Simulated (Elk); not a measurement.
Band structure of SrCd (Pm-3m, 2 atoms in the cell).

```xyz
2
Lattice="4.0667 0.0000 0.0000 0.0000 4.0667 0.0000 0.0000 0.0000 4.0667" Properties=species:S:1:pos:R:3 pbc="T T T"
Sr     2.0334     2.0334     2.0334
Cd     0.0000     0.0000     0.0000
```

Method of the run: Elk with PBEsol, all-electron FP-LAPW, Elk's shipped species files, APW+lo basis with extra local orbitals.

Settings: xctype = 22; rgkmax = 7.5; swidth = 0.00367493 Ha; ngridk = 11 11 11; gmaxvr = 16 1/bohr; nxlo = 2; lorbcnd = true; lmaxi = 3; maxscl = 100.

The starting cell comes from a database of computed structures (which also holds hypothetical and non-ambient phases and stackings), without a prior relaxation at this level. Its lattice was rescaled by a random factor within 2.5 % of one. Values depend on the basis (sphere radii, cutoffs, local orbitals), which need not be converged.

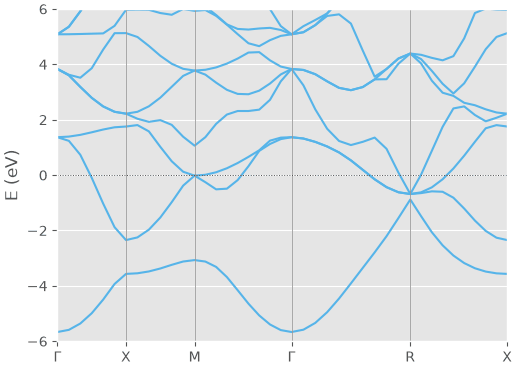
Figure. Bands along the path, energies from the Fermi level.

Levels in eV from the Fermi level, bands 11 to 18:
```csv
point,11,12,13,14,15,16,17,18
Γ,-8.36,-8.36,-5.67,1.37,1.37,3.83,3.83,3.83
X,-8.35,-8.34,-3.57,-2.35,1.75,2.22,2.22,5.13
M,-8.42,-8.24,-3.07,-0.02,-0.02,1.06,3.78,3.78
R,-8.23,-8.23,-0.88,-0.68,-0.68,-0.68,4.39,4.39
```

Bands cross the Fermi level along this path, so the cell is metallic at this level.
